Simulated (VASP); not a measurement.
Band structure of Pb (relaxed from the simple-cubic structure, space group Pm-3m). These are r2SCAN meta-GGA, VASP's PBE PAW potentials (set 64) (plane waves; VASP) values and carry that method's errors.

Unless said otherwise, spin-orbit coupling is left out, though it shifts the bands of the heavy elements here.

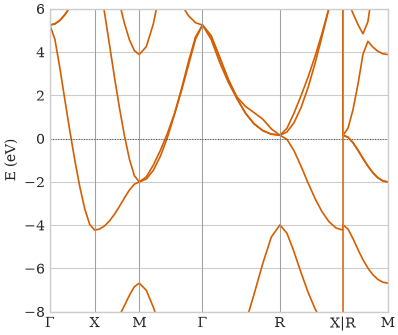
Fig. 1. Bands along high-symmetry lines, zero at the valence-band maximum or, without a gap, the Fermi level

Q: Read the plot: is there a gap, and where are the band edges?

A: It has no gap at this level: it comes out as a metal or semimetal.

The structure was generated: Pb was put into the simple-cubic type (Pm-3m), which need not be its known phase. It was relaxed first.
